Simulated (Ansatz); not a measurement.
## Electronic structure of SiH$_{4}$···Cl$_{2}$Si in real space

Input

```
crystal:
  periodic: [false, false, false]
  atoms:
    - {symbol: Si, position_ang: [-0.077756, -0.588752, 1.278599]}
    - {symbol: Si, position_ang: [-0.153154, 1.394325, -1.367335]}
    - {symbol: H, position_ang: [0.052962, -0.758485, -0.204162]}
    - {symbol: Cl, position_ang: [-1.257032, 0.407491, -2.833115]}
    - {symbol: Cl, position_ang: [1.787006, 1.163685, -2.091902]}
    - {symbol: H, position_ang: [-1.451976, -0.121030, 1.576665]}
    - {symbol: H, position_ang: [0.176673, -1.905923, 1.915715]}
    - {symbol: H, position_ang: [0.923176, 0.408691, 1.725633]}
basis:
  gaussian: {orbitals: def2-TZVPP}
hamiltonian: {xc: pbe0, dispersion: d4}
output: {orbitals: {seedname: orbitals}}
```

Command:

```sh
ansatz run in.yaml --threads 4 --pin off --events-out ev --progress --plain --max-ram 9574MiB
```

The product side of a reaction path; geometry: PBE0-D4/def2-TZVP.

Theory: Ansatz, RKS PBE0-D4/def2-TZVPP.

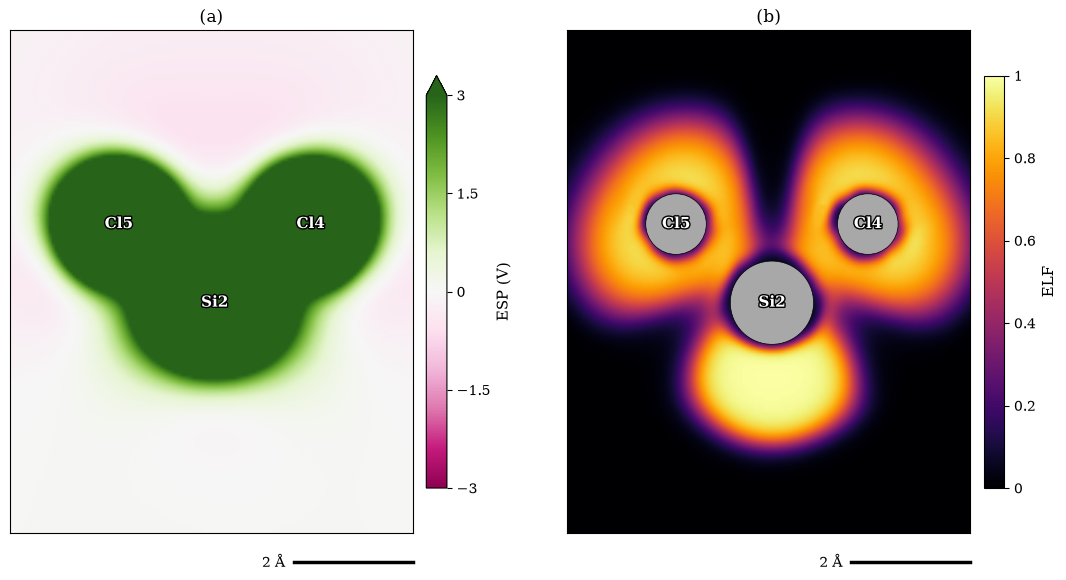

Figure 1. (a) molecular electrostatic potential; (b) electron localisation function on the plane of atoms Cl4, Si2 and Cl5. Grey discs cover the atomic cores in the ELF map.

### Describe what can be read from this map.

Atoms in the plane: Si and Cl. Si–Cl (2.08 Å): the ELF peaks at about 0.85 between the atoms, as expected for a shared but strongly polarised pair. The ELF also peaks beside Si2, Cl5 and Cl4, away from the bonds: lone-pair regions. Outside the dense part of the complex the potential is most negative (−0.5 V) near Cl5.

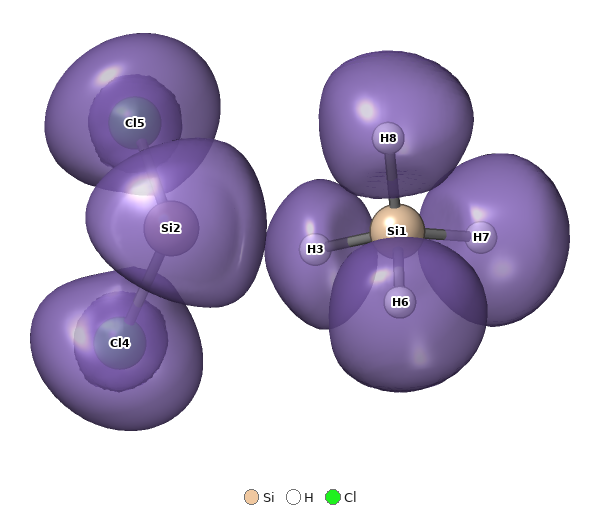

Figure 2. Isosurface of the ELF at 0.75 (purple), seen across its widest extent. Only the valence region is drawn (cores and ρ < 0.01 e/Å³ removed).

### Identify the bonds, lone pairs and shells in this picture.

The ELF exceeds this value in four regions around hydrogen nuclei, two regions on Cl in which the atom's valence shell and bonds are merged and one lobe on Si, pointing away from the bonds (lone pairs).


Si2···H3 (2.46 Å): the ELF climbs to about 1 towards the hydrogen, as it does in any bond to H.

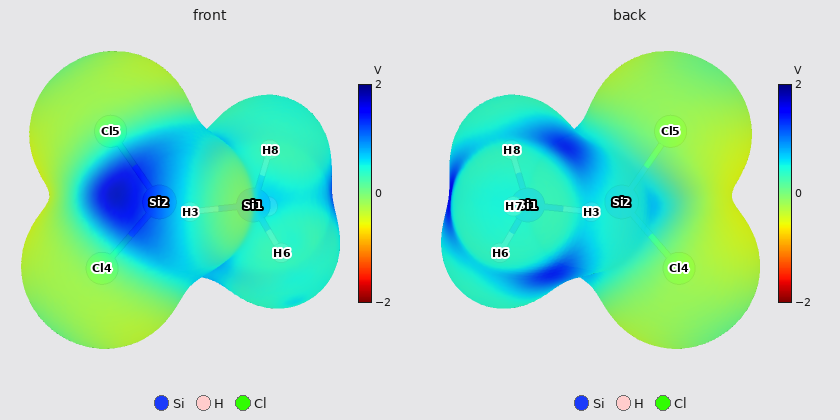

Figure 3. The electrostatic potential painted on the density surface at 0.002 e/bohr³, seen from the front and from behind; red is negative and blue positive.

### Describe the electrostatic potential map.

The most negative region (about −0.5 V) lies over Cl4 and Cl5, the most positive (about +1.6 V) over Si1 and Si2.

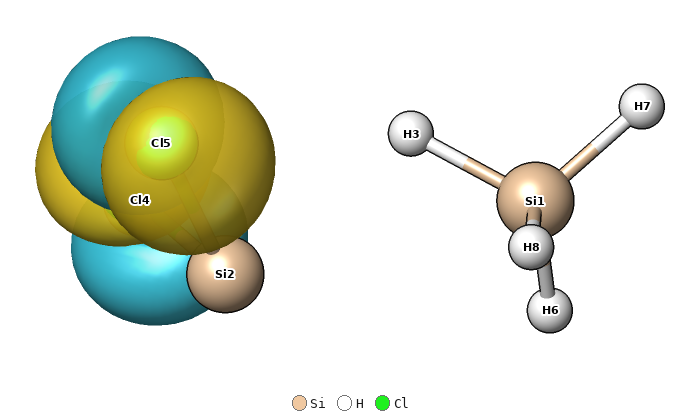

Figure 4. The HOMO−1 at ±0.15 Å⁻³ᐟ² (yellow and cyan are the two phases), seen from one side.

### Where does this orbital lie, and at what energy?

By Hirshfeld shares it lies mainly on Cl5 (about 50 %) and Cl4 (about 45 %); largely a combination of lone pairs on Cl5 and Cl4. Its energy is −9.05 eV.
